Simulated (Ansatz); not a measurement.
```xyz
8

Sn   -0.8677   -0.0295   -0.8756
H     0.7335    0.0476    2.7893
O     0.7025    0.0339    0.2976
H     1.2061   -0.7914    0.2578
Cl   -0.9203    1.9096   -2.1385
Cl   -0.6964   -1.8983   -2.2490
Cl   -2.8070   -0.1669    0.3851
H     0.7845   -0.0570    3.5423
```

Core potentials replace the inner electrons of Sn.

These are results of Ansatz, RKS PBE0/def2-SVP, not measurements.

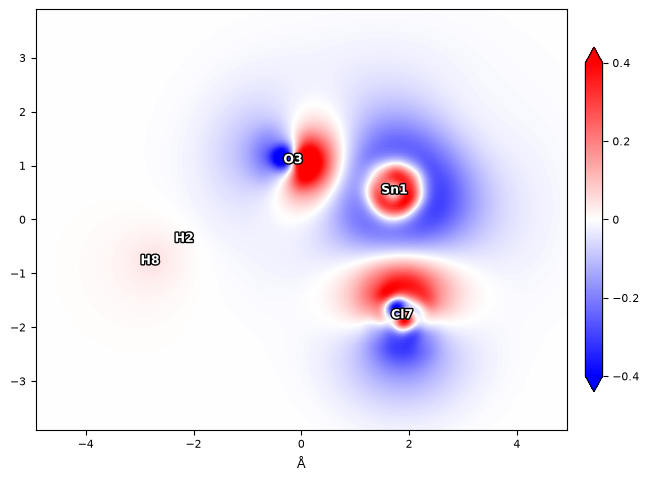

Cl$_{3}$HOSn···H$_{2}$. The LUMO on the plane of atoms O3, Sn1 and Cl7 (values in Å⁻³ᐟ²; the overall sign is arbitrary).

Question: Where does this orbital lie, and at what energy?

Answer: It lies mainly on Sn1 (about 35 %), Cl5 (about 20 %), Cl7 (about 15 %), Cl6 (about 15 %) and O3 (about 10 %). Its energy is −3.04 eV.
